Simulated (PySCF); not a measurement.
**Run report: C4H9ClSi, NMR shielding calculation**

System: C4H9ClSi, SMILES Cl[SiH]1CCCC1.
Method: GIAO OPBE/pcSseg-1 NMR shielding, non-relativistic, gas phase (PySCF 2.14.0).

The geometry comes from this level: PBE0-D3(BJ)/def2-SVP. Figures and captions count atoms from 1; the log counts them from 0 in places.

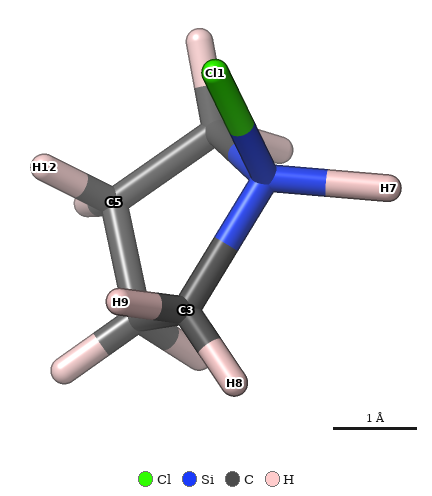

Figure 1. The structure (stick view, seen at a tilt; atoms are numbered from 1 in the order of the input). Bond lengths as drawn: Cl–Si 2.08 Å, C–C 1.53 to 1.54 Å, C–H 1.10 Å, C–Si 1.88 to 1.89 Å and H–Si 1.49 Å.

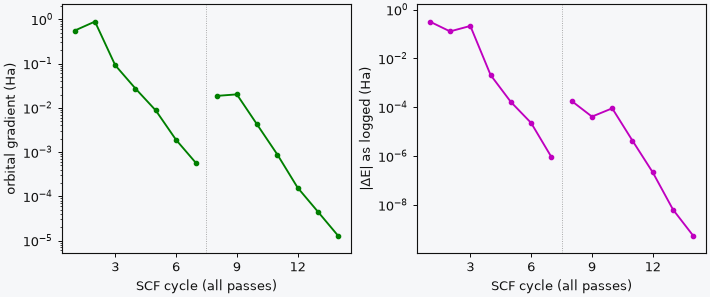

Figure 2. Convergence of the self-consistent field: orbital gradient and size of the energy change against the SCF cycle. The dotted line marks the change from a coarse to the final integration grid. The first 7 cycles use a coarse grid, the final grid takes over at cycle 8, and the field converges after 14 cycles in all.

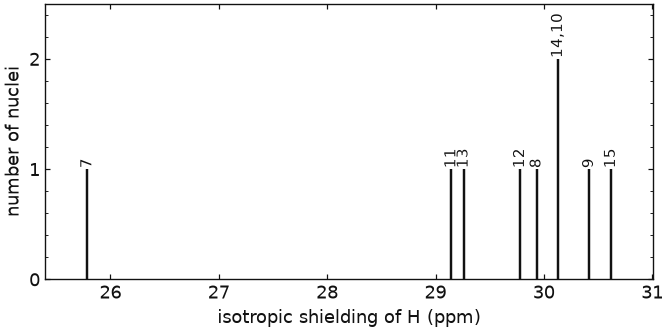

Figure 3. Isotropic shieldings of the hydrogen nuclei in this fixed geometry, labelled by atom number; shielding grows to the right, so chemical shift grows to the left. The least shielded is H7 (25.8 ppm), the most shielded H15 (30.6 ppm).

The input that produced these results follows, with the program's output.

Input
```
{"job": {"kind": "nmr", "xc": "OPBE", "basis": "pcSseg-1", "pop": false}, "charge": 0, "multiplicity": 1}
Cl     2.054234     5.055669     1.327410
Si     1.724783     3.297345     0.262400
C      2.527808     1.824417     1.130746
C      1.359187     0.838796     1.312833
C      0.066562     1.630591     1.542914
C     -0.052436     2.699346     0.445244
H      2.170940     3.562090    -1.135159
H      3.379968     1.389622     0.587456
H      2.908191     2.168462     2.107007
H      1.245309     0.230161     0.398369
H      1.547430     0.130374     2.135526
H      0.117617     2.125589     2.528978
H     -0.812093     0.966156     1.571238
H     -0.777488     3.492399     0.678620
H     -0.364574     2.239546    -0.509486
```

The first line tells a small driver script what to run in PySCF; the rest is the geometry in Å.

Log
```
coarse grid: 13176 points
cycle   1  E = -907.3175751906  dE =  3.245e-01  |g| = 5.567e-01  |ddm| = 3.468e+00
cycle   2  E = -907.1890678981  dE =  1.285e-01  |g| = 8.901e-01  |ddm| = 1.515e+00
cycle   3  E = -907.4040704632  dE = -2.150e-01  |g| = 9.184e-02  |ddm| = 9.821e-01
cycle   4  E = -907.4061700055  dE = -2.100e-03  |g| = 2.726e-02  |ddm| = 1.451e-01
cycle   5  E = -907.4063350884  dE = -1.651e-04  |g| = 8.745e-03  |ddm| = 4.297e-02
cycle   6  E = -907.4063578892  dE = -2.280e-05  |g| = 1.897e-03  |ddm| = 1.424e-02
cycle   7  E = -907.4063588038  dE = -9.147e-07  |g| = 5.564e-04  |ddm| = 2.693e-03
final grid: 116856 points
cycle   8  E = -907.4230569975  dE = -1.807e-04  |g| = 1.862e-02  |ddm| = 6.121e-02
cycle   9  E = -907.4230155063  dE =  4.149e-05  |g| = 2.016e-02  |ddm| = 3.713e-02
cycle  10  E = -907.4231061857  dE = -9.068e-05  |g| = 4.205e-03  |ddm| = 2.435e-02
cycle  11  E = -907.4231104683  dE = -4.283e-06  |g| = 8.794e-04  |ddm| = 4.696e-03
cycle  12  E = -907.4231106838  dE = -2.155e-07  |g| = 1.571e-04  |ddm| = 1.270e-03
cycle  13  E = -907.4231106902  dE = -6.419e-09  |g| = 4.499e-05  |ddm| = 2.531e-04
cycle  14  E = -907.4231106907  dE = -5.407e-10  |g| = 1.281e-05  |ddm| = 6.626e-05
converged SCF energy = -907.4231106907

GIAO shielding tensors (ppm)
atom      isotropic    diamagn.    paramagn.     s11        s22        s33       span
  0 Cl     947.639    1145.174    -197.535    901.031    941.471   1000.414     99.382
  1 Si     325.176     876.490    -551.314    272.056    349.086    354.385     82.330
  2 C      167.552     251.295     -83.742    154.031    164.997    183.629     29.598
  3 C      155.135     249.864     -94.729    133.947    159.962    171.497     37.550
  4 C      156.052     249.402     -93.350    136.659    160.670    170.826     34.168
  5 C      167.145     251.303     -84.159    159.929    166.985    174.520     14.592
  6 H       25.787      26.028      -0.241     21.777     24.158     31.424      9.647
  7 H       29.933      28.659       1.274     25.293     27.658     36.847     11.555
  8 H       30.417      27.694       2.723     25.759     28.841     36.652     10.893
  9 H       30.151      33.980      -3.829     25.243     28.103     37.106     11.863
 10 H       29.146      32.114      -2.968     23.820     27.026     36.592     12.771
 11 H       29.779      31.533      -1.754     25.996     27.604     35.739      9.742
 12 H       29.260      32.707      -3.447     23.838     27.079     36.861     13.023
 13 H       30.109      28.562       1.547     26.134     27.518     36.676     10.541
 14 H       30.619      31.713      -1.093     25.905     27.918     38.035     12.131
```

Key numbers

```json
{"quantity": "outcome", "value": "converged"}
{"quantity": "total energy", "value": "−907.423111 hartree"}
{"quantity": "HOMO", "value": "−6.82 eV"}
{"quantity": "LUMO", "value": "−0.16 eV"}
{"quantity": "dipole moment", "value": "2.28 D"}
{"quantity": "isotropic shielding, Cl", "value": "947.6 ppm"}
{"quantity": "isotropic shielding, Si", "value": "325.2 ppm"}
{"quantity": "isotropic shielding, C", "value": "155.1 to 167.6 ppm"}
{"quantity": "isotropic shielding, H", "value": "25.8 to 30.6 ppm"}
{"quantity": "hardware", "value": "1 CPU thread, shared host"}
{"quantity": "wall time", "value": "26 s"}
{"quantity": "peak memory", "value": "0.88 GiB"}
```
